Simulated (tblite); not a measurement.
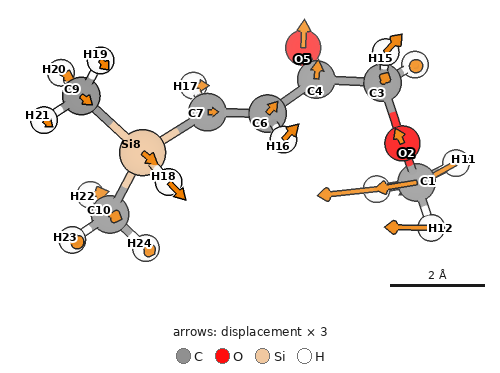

This is a relaxation of C7H14O2Si. The starting structure is drawn; orange arrows show the displacements, magnified 3 times. The two geometries are superimposed by the best rigid fit.

A ball-and-stick model, seen at a tilt.

Theory: tblite, GFN2-xTB geometry optimisation, gas phase. 

Question: Describe the change and its energy.

Answer: The largest move after the best rigid fit is that of an H atom, 0.52 Å. By element the largest moves are H 0.52 Å, C 0.35 Å, O 0.22 Å, Si 0.15 Å. Some distances before and after: C–Si 1.852 → 1.903 Å, C–H 1.110 → 1.086 Å, C–O 1.430 → 1.406 Å, C–H 1.077 → 1.096 Å. Among the angles between lasting bonds that change: C–C–H 120.4° → 115.8°, Si–C–H 114.3° → 118.4°, C–Si–C 110.6° → 107.9°. Over 115 geometry steps the energy falls by 0.192 eV. Cost: 4 s on 1 thread of Intel(R) Xeon(R) Processor @ 2.50GHz (shared host).
